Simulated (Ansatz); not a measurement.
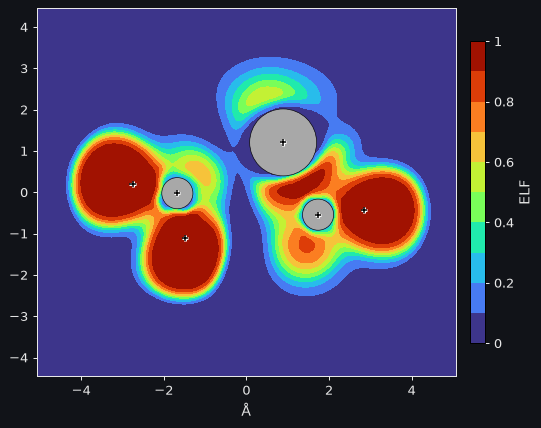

The electron localisation function on a plane through atoms (crosses mark nuclei in the plane; grey discs cover the cores).

These are results of Ansatz 0.2.0, RKS PBE-D4/def2-SVP, not measurements.

Candidates:
A. CH4AlCl···CH4
B. CH3F2NOSi

Question: Which candidate gave the map?

Answer: Candidate A: CH4AlCl···CH4 on the plane of atoms H8, C2 and H9, which holds Al, C and H. C–Al (1.95 Å): the ELF peaks at about 0.95 between the atoms (a polar covalent bond). C–H (1.10 Å): the ELF climbs to about 1 towards the hydrogen, as it does in any bond to H (a covalent bond by its length).
